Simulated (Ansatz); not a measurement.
# Y2SOF2 (built on the sites of a database entry of YSF): a soft mode frozen in, part 3 of 3

Which phase does Y2SOF2 (built on the sites of a database entry of YSF) fall into along its unstable mode, and how much energy does it gain?

Ansatz 0.2.0; DFT PBEsol, scalar-relativistic, plane waves, PAW.

So far. Step 5 (Energy along the mode, all amplitudes (two of the runs …): The lowest of the steps tried is at 0.14 Å, 1.89 meV/atom below the parent; the bottom of the well need not coincide with a step. Step 7 (The new phase in its own primitive cell): The largest force component left is 0.61 meV/Å and the pressure is 0.000 GPa, within the tolerances set. The cell now holds 14.97 Å³/atom. The relaxed cell has a, b, c = 3.878, 3.782, 12.251 Å (conventional setting).

The structure was built from a prototype and need not be the compound's stable phase.

## (8) Modes of the new phase, k-mesh 6×6×6

A relaxed structure may still be a saddle point, so its zone-centre modes are computed. The response to a homogeneous field gives the Born charges and the dielectric tensor.

Input file input.yaml:

```yaml
crystal:
  lattice:
    - [3.8779192612, 0.0, 0.0]
    - [0.0, 1.891086507, 6.1257348365]
    - [0.0, -1.891086507, 6.1257348365]
  atoms:
    - { symbol: "Y", position: [0.5, 0.2927461206, 0.2927461206] }
    - { symbol: "Y", position: [0.0, 0.0458193383, 0.0458193383] }
    - { symbol: O, position: [0.5, 0.1188889835, 0.1188889835] }
    - { symbol: S, position: [0.0, 0.724432865, 0.724432865] }
    - { symbol: F, position: [0.5, 0.9090614, 0.9090614] }
    - { symbol: F, position: [0.0, 0.4399328441, 0.4399328441] }
kpoints:
  mp_grid: { grid: [6, 6, 6] }
hamiltonian:
  xc: pbesol
scf:
  occupations: { method: fixed }
output:
  eigenvalues: true
phonons:
  method: dfpt
  dielectric: true
  rigid_motions: translations
```

Launch:

```sh
ansatz run input.yaml --threads 8 --pin off --max-ram 14336MiB --backend cpu --events-out ev --progress --plain --runs-dir out
```

Numbers of over 12 decimals in the logs are rounded to 6 here.

Output:

```text
[...]
Crystal: 6 atoms, lattice volume = 89.846 Å³
Basis set: ecut = 420 eV, 1751 PW (Γ), exchange–correlation on 54×90×90 points (8 copies of the dense FFT grid, shifted against one another)
Bands: 30, of which v1, the nominal top of the filled ones, is band 24 counted from 1 (23 counted from 0)
Symmetry: 4 space group operations
k-points: 112 of 216 (irreducible under 1 space group operation, time reversal used)
[...]
SCF iter   1: F=—  HF=-10649.013282 eV  |F-HF|=—  |Δ(HF+E_count)|=         —  Δρ=1.33e-2  dr2=1.23e-1  ethr=1.77e-3  ⟨swp⟩=5.0  Hψ=12796  notcnv=0  defer=424
[...]
SCF iter  11: F=-10648.981359 eV  HF=-10648.981359 eV  |F-HF|=3.64e-12  |Δ(HF+E_count)|=  3.02e-10  Δρ=2.28e-7  dr2=3.82e-11  ethr=1.00e-12  ⟨swp⟩=12.7  Hψ=19891  notcnv=0
SCF 1 converged in 11 iterations: F = -10648.981359 eV  dr2 = 3.82e-11
[...]
NSCF: frozen V_eff on 2 k-points
DFPT response loops at Γ: preconditioner auto → Resta (q_TF=auto, 2.458 Å⁻¹)  ε∞=5.6 (no band partly filled); β = 1.00, the filter's whole step (`scf.mixing.beta` (0.50) is not read by the response loops at its default; to damp them type it under 1.00, their step now; it binds the ground state too); Broyden in place of MSR1
── the response to a field inside a basis, on 10×10×10 k-points: an SCF that follows is theirs, and a resumed run solves both again ──
Bands: 25, of which v1, the nominal top of the filled ones, is band 24 counted from 1 (23 counted from 0)
k-points: 150 of 1000 (time reversal used)
[...]
Eigensolver: Dense (150 Hₖ)
SCF iter   1: F=—  HF=-10648.968594 eV  |F-HF|=—  |Δ(HF+E_count)|=         —  Δρ=4.65e-4  dr2=4.22e-5  ethr=1.00e-1
[...]
SCF iter   5: F=-10648.968587 eV  HF=-10648.968587 eV  |F-HF|=2.56e-9  |Δ(HF+E_count)|=   5.21e-8  Δρ=3.96e-6  dr2=1.02e-8  ethr=5.29e-10
SCF 1 converged in 5 iterations: F = -10648.968587 eV  dr2 = 1.02e-8
[...]
WARN: field response: ε∞ stands inside a basis, on 10×10×10 points; the force constants stand on the 6×6×6 k-mesh, whose period is 11.49 times the interband length at k = (0.0000, -0.5000, -0.5000), direct gap 1.954 eV, under 14: take them and everything formed from them as unconverged, and compare with a denser kpoints.mp_grid
SCF converged after 11 iterations
Free energy (F): -10648.981359 eV
[...]
Internal energy: -10648.981359 eV  (E = F + TS)
E sigma→0 (E₀):  -10648.981359 eV
Fermi energy:    9.047507 eV
[...]
--- Band table (eV; the first three rows and the last of 112) ---
  k-point 0: bands = [... 20 lower, 6.9166, 7.9568, 9.0317, 9.0475, 11.2214, 12.6667, 13.2025, 14.1039, ... 2 higher]
  k-point 1: bands = [... 20 lower, 6.4389, 8.0631, 8.4432, 8.6644, 11.9690, 12.9787, 13.5751, 13.9612, ... 2 higher]
  k-point 2: bands = [... 20 lower, 6.4384, 7.2843, 7.9945, 8.5803, 13.0029, 13.5239, 13.6396, 14.0834, ... 2 higher]
  k-point 111: bands = [... 20 lower, 7.1222, 7.2413, 7.6459, 7.8368, 12.3472, 14.1993, 14.2219, 14.2760, ... 2 higher]
--- Phonons (Γ-DFPT): 18 representative perturbations + reference, on 112 of 216 k-points (Σ response iterations 60) ---
  k mesh reduced under 1 symmetry operation, with k and −k counted as one. Each operation leaves every solved perturbation unchanged. A smaller set is not considered because the run solves the response to a homogeneous field
  ASR residual: 2.040e-4 → 0.000e0 eV/Å²; symmetrization residual: 8.134e-6 eV/Å²
  ASR residual per site (eV/Å²): 3.70e-5 2.91e-5 1.54e-4 9.60e-5 1.47e-4 2.04e-4
[...]
ε∞ (high-frequency dielectric tensor):
        5.029829    -0.000000     0.000000
       -0.000000     5.130603     0.000000
        0.000000     0.000000     3.960788
  ε⁰ (static dielectric tensor: ions relaxed, cell fixed):
       19.405281    -0.000000    -0.000000
       -0.000000    20.433707     0.000000
       -0.000000     0.000000    13.814643
  ε⁰ − ε∞ (ionic part):
       14.375451    -0.000000    -0.000000
       -0.000000    15.303104     0.000000
       -0.000000     0.000000     9.853855
  softest optical mode at Γ: 113.33 cm⁻¹; the repairs (sum rule, projections) moved no ω² at Γ by more than (2.33 cm⁻¹)²
  Born effective charges Z* (e; rows j = field, columns β = displacement):
    site 0:
         3.59128    0.00000   -0.00000
         0.00000    4.17405    0.00000
        -0.00000    0.00000    3.43699
    site 1:
         4.60559   -0.00000    0.00000
        -0.00000    3.46894    0.00000
         0.00000    0.00000    4.02497
    site 2:
        -3.90286   -0.00000    0.00000
        -0.00000   -1.63986   -0.00000
         0.00000   -0.00000   -2.24070
    site 3:
        -1.99123    0.00000   -0.00000
         0.00000   -3.03826   -0.00000
        -0.00000   -0.00000   -1.25550
    site 4:
        -1.34957    0.00000    0.00000
        -0.00000   -1.28950   -0.00000
         0.00000   -0.00000   -1.89753
    site 5:
        -0.95320   -0.00000    0.00000
        -0.00000   -1.67537   -0.00000
         0.00000   -0.00000   -2.06823
  Z* charge neutrality: 2.215e-3 e pre-enforcement
  solved inside a basis spanned on kpoints, on 10×10×10 k-points, its susceptibility summed on 12×12×12: ε∞ is read to err by 1.5e-2, Z* by 2.4e-2 e (field_mesh: kpoints solves on kpoints); Z* is corrected for what the basis lacks
  optical modes at Γ without the LO–TO term, one row a degenerate level:
      ω (cm⁻¹)  modes    IR ((D/Å)²/amu)
        113.33      1             0.7478
        118.88      1             4.1713
        123.43      1             0.8818
        152.24      1             7.2079
        195.47      1            11.3058
        226.08      1             1.6751
        233.40      1            14.4950
        237.94      1             8.5800
        278.00      1             0.1801
        289.04      1             0.0934
        302.63      1             0.2550
        318.69      1             6.8664
        357.28      1             1.0479
[...]
optical modes at Γ + LO–TO along q̂ = [1.0000, 0.0000, 0.0000]:
      ω (cm⁻¹)  modes    IR ((D/Å)²/amu)
[...]
optical modes at Γ + LO–TO along q̂ = [0.0000, 1.0000, 0.0000]:
      ω (cm⁻¹)  modes    IR ((D/Å)²/amu)
[...]
optical modes at Γ + LO–TO along q̂ = [0.0000, 0.0000, 1.0000]:
      ω (cm⁻¹)  modes    IR ((D/Å)²/amu)
[...]
152.24      1             7.2079
        221.02      1             0.0647
        233.40      1            14.4950
        237.94      1             8.5800
        266.83      1             1.2271
        278.00      1             0.1801
        289.04      1             0.0934
        303.27      1             0.0158
        357.28      1             1.0479
        413.41      1            11.3136
        484.73      1            23.1716
        607.77      1            12.5892
```

Elapsed: 2.3 min, on 8 threads of Arm Neoverse V2, shared host; peak memory 1.7 GiB.

Numbers from this step:

| Property | Result |
| --- | --- |
| sum-rule residual before enforcement | 2.04e-4 eV/Å² |
| miss of the charge sum rule | 0.002215 e |
| estimated error of the dielectric tensor | 0.01482 |
| estimated error of the Born charges | 0.02429 e |
| point group | mm2 |
| highest optical mode at the zone centre (no LO-TO term) | 564.6 cm⁻¹ |
| lowest optical zone-centre mode | 113.3 cm⁻¹ |
| mean high-frequency dielectric constant | 4.707 |
| largest Born charge (third of the trace) | 4.033 e |
| mean static dielectric constant | 17.88 |
| top of the zone-centre spectrum with the field | 609.4 cm⁻¹ |

Without the LO-TO term. Patterns of degenerate modes are one choice out of their space. Modes at Γ, with each element's share of the kinetic energy:

```tsv
mode	frequency (cm⁻¹)	symmetry	Y %	O %	S %	F %
1	0.0	acoustic	67	6	12	14
2	0.0	acoustic	67	6	12	14
3	0.0	acoustic	67	6	12	14
4	113.3	B2	83	5	8	3
5	118.9	B1	29	2	0	69
6	123.4	B1	78	1	3	18
7	152.2	B2	22	33	30	16
8	195.5	A1	23	0	31	46
9	226.1	A1	56	0	15	30
10	233.4	B2	24	0	9	67
11	237.9	B1	17	1	66	16
12	278.0	B1	1	0	16	82
13	289.0	B2	0	55	40	4
14	302.6	A1	49	0	9	42
15	318.7	A1	2	5	33	59
16	357.3	B2	4	0	1	95
17	484.7	B1	8	90	2	0
18	564.6	A1	3	88	0	9
```

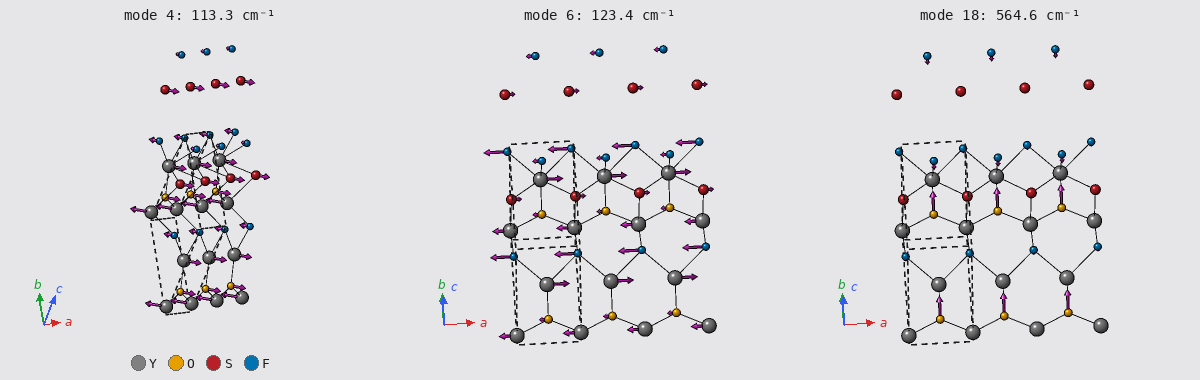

Displacement patterns of modes 4, 6 and 18 at Γ; arrows are exaggerated. Bonds to atoms that aren't drawn are left out. 3×2×1 cells are drawn. Some periodic images of atoms are drawn too.

Optical modes at the zone centre, without and with the macroscopic field of the longitudinal modes; each column is sorted by frequency, so a row need not hold one and the same mode. Modes with and without the field, by row:

```tsv
rank among optical modes	no field (cm⁻¹)	q along (1, 0, 0) (cm⁻¹)	q along (0, 1, 0) (cm⁻¹)	q along (0, 0, 1) (cm⁻¹)
1	113.3	113.3	115.8	113.3
2	118.9	122.6	118.9	118.9
3	123.4	151.8	123.4	123.4
4	152.2	152.2	178.5	152.2
5	195.5	195.5	195.5	221
6	226.1	226.1	226.1	233.4
7	233.4	233.4	237.9	237.9
8	237.9	276	278	266.8
9	278	289	288.6	278
10	289	295.2	302.6	289
11	302.6	302.6	318.7	303.3
12	318.7	318.7	342.5	357.3
13	357.3	357.3	406.2	413.4
14	484.7	564.6	484.7	484.7
15	564.6	609.4	564.6	607.8
```

Born charge (rows field, columns displacement) (e), principal values of the symmetric part by kind of site:

```tsv
atom	atoms with these values	low	middle	high	mean
Y1	1	3.44	3.59	4.17	3.73
Y2	1	3.47	4.03	4.61	4.03
O3	1	-3.90	-2.24	-1.64	-2.59
S4	1	-3.04	-1.99	-1.26	-2.10
F5	1	-1.90	-1.35	-1.29	-1.51
F6	1	-2.07	-1.68	-0.95	-1.57
```

In full for O3:

```
-3.90  0.00  0.00
 0.00 -1.64  0.00
 0.00  0.00 -2.24
```

High-frequency dielectric tensor:

```
5.03 0.00 0.00
0.00 5.13 0.00
0.00 0.00 3.96
```

Static dielectric tensor (ions relaxed, fixed cell):

```
19.41  0.00  0.00
 0.00 20.43  0.00
 0.00  0.00 13.81
```

Transverse modes. Infrared lines, with heights relative to the strongest:

```tsv
position (cm⁻¹)	label	relative intensity
113	B2	3.2
119	B1	18
123	B1	3.8
152	B2	31
196	A1	49
226	A1	7.2
233	B2	63
238	B1	37
278	B1	0.8
289	B2	0.4
303	A1	1.1
319	A1	30
357	B2	4.5
485	B1	100
565	A1	22
```

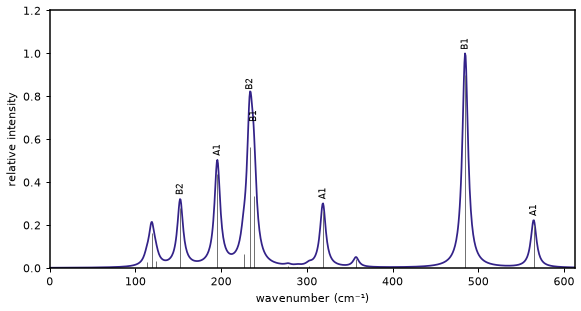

The infrared spectrum, broadened with Lorentzians of width 8 cm⁻¹; bars mark the lines.

Before it was imposed, the acoustic sum rule was missed by 2.0e-4 eV/Å² and the charge sum rule by 0.0022 e. Small misses are needed for a sound result but don't prove that mesh and cutoff are converged. The lowest optical mode is real, 113 cm⁻¹.

The log warns of the k mesh: “the force constants stand on the 6×6×6 k-mesh, whose period is 11.49 times the interband length at k = (0.0000, -0.5000, -0.5000), direct gap 1.954 eV, under 14: take them and everything formed from them as unconverged”.

## (9) Outcome

```json
{
  "unstable mode of the parent": "q = (0, 0, 0), 124i cm⁻¹",
  "depth at the lowest point sampled": "1.89 meV/atom",
  "largest atomic shift at that point": "0.14 Å",
  "space group reached (within 0.01 Å)": "Amm2",
  "energy gained over the parent (first relaxation, on the mesh of the frozen mode)": "111 meV/atom",
  "volume per atom, phase reached": "15.0 Å³",
  "gap on the k-mesh, phase reached": "1.92 eV",
  "lowest optical zone-centre mode, phase reached": "113 cm⁻¹",
  "highest optical mode at the zone centre (no LO-TO term), phase reached": "565 cm⁻¹"
}
```

Along this mode the structure falls into Amm2, 111 meV/atom below the parent. At the parent's cell the well is 1.894 meV/atom deep on the steps tried, with its lowest point at a shift of 0.14 Å. Relaxing atoms and cell changes the gain by +109.38 meV/atom against the lowest step (energies at zero smearing). Most of the total comes from this relaxation. The new phase has no imaginary mode at the zone centre of its cell; other wavevectors were not checked. Of the 6 patterns followed to their end from this parent, this one reaches the lowest energy. Each path keeps the symmetry of its pattern, so a lower phase may lie along a pattern not tried. With the field response the log warns that the k mesh is coarse for the force constants too, so the frequencies may not be converged. The q mesh is too sparse to interpolate, so only the solved wavevectors are given. The program warns that the interpolation holds no quadrupole term, so branches close to Γ can be off in this crystal. The starting cell was built on a prototype and not taken from a measurement, so the phase need not exist.

[Logs are printed without paths, hosts, clocks, repeated set-up lines and the standing remarks that a program may print on its own settings, such as how far it seeks lower states.]

[Hosts, paths, dates, database ids (printed as entryN), source tags and the programs' standing remarks are cut or masked in the printed files.]
